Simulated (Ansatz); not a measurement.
Start from CsPbBr₃ in the cubic perovskite structure (space group Pm-3m, No. 221; a = 5.8721 Å). Axes: x, y, z lie along the cube axes.

The change: uniaxial strain ε_zz = −3.00 %, all other strain components held at zero, atoms relaxed at fixed cell.

Computed with Kohn–Sham DFT with the PBEsol functional, run in Ansatz (a program for electronic structure) with PAW and 420 eV plane waves, spin-orbit coupling left out.

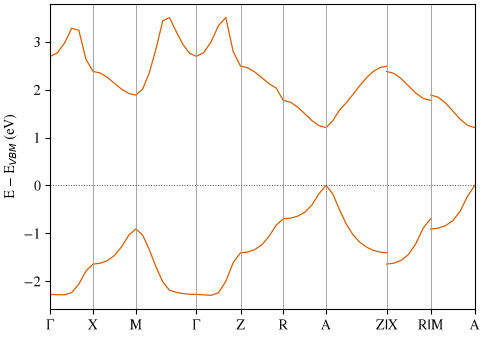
Fig. 1. Highest valence and lowest conduction band along the path of the changed cell's own zone

The gap is 1.21 eV, direct at A; the base has 1.43 eV.

Spin-orbit coupling, missing from the scalar runs, can matter with Pb. Stability against distortions was not tested. Many cubic perovskites are stable only at high temperature; tilts and polar distortions were not tested. This is not the structure that CsPbBr3 has at room temperature and ambient pressure. k-point labels follow each cell's own Brillouin zone.
